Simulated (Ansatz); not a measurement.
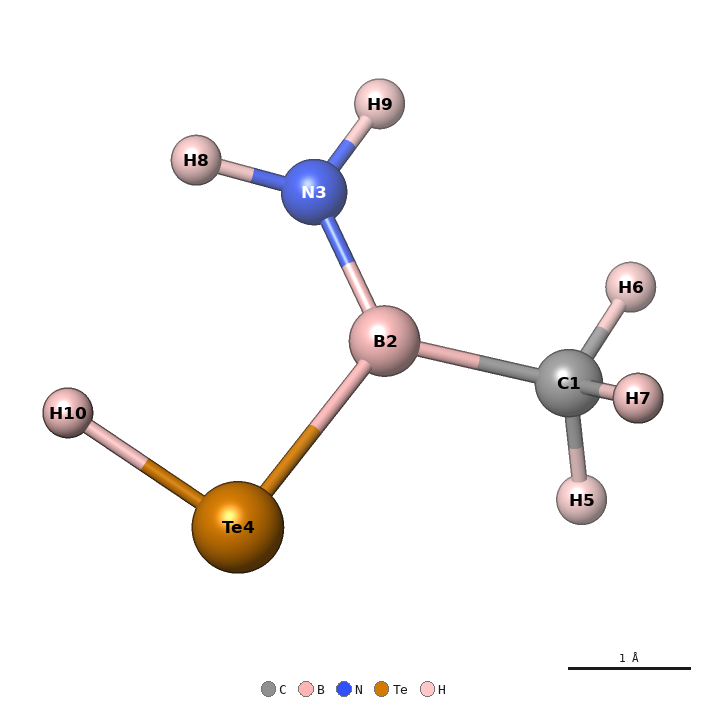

Orthographic view. Depth is shown by fading: the farther an atom, the more it takes the colour of the background. The geometry was computed by an optimisation with PBE-D4/def2-SVP. No frequency run is at hand to confirm it as a minimum.

Write a MOL file (V2000) with the atoms in numerical order, bonds sorted by atom number with the orders drawn, and coordinates in the frame of the picture: x right, y up, z towards the viewer, origin at the mean position.

```
CH6BNTe
                    3D

 10  9  0  0  0  0  0  0  0  0999 V2000
    1.3900   -0.4300   -0.2300 C   0  0  0  0  0  0  0  0  0  0  0  0
   -0.1300   -0.0900    0.0700 B   0  0  0  0  0  0  0  0  0  0  0  0
   -0.7100    1.1400   -0.3000 N   0  0  0  0  0  0  0  0  0  0  0  0
   -1.3300   -1.6200    1.1000 Te  0  0  0  0  0  2  0  0  0  0  0  0
    1.4900   -1.3900   -0.7800 H   0  0  0  0  0  0  0  0  0  0  0  0
    1.9000    0.3600   -0.8200 H   0  0  0  0  0  0  0  0  0  0  0  0
    1.9600   -0.5600    0.7200 H   0  0  0  0  0  0  0  0  0  0  0  0
   -1.6700    1.4000   -0.1200 H   0  0  0  0  0  0  0  0  0  0  0  0
   -0.1700    1.8600   -0.7800 H   0  0  0  0  0  0  0  0  0  0  0  0
   -2.7300   -0.6800    1.1400 H   0  0  0  0  0  0  0  0  0  0  0  0
  1  2  1  0
  1  5  1  0
  1  6  1  0
  1  7  1  0
  2  3  1  0
  2  4  1  0
  3  8  1  0
  3  9  1  0
  4 10  1  0
M  END
```
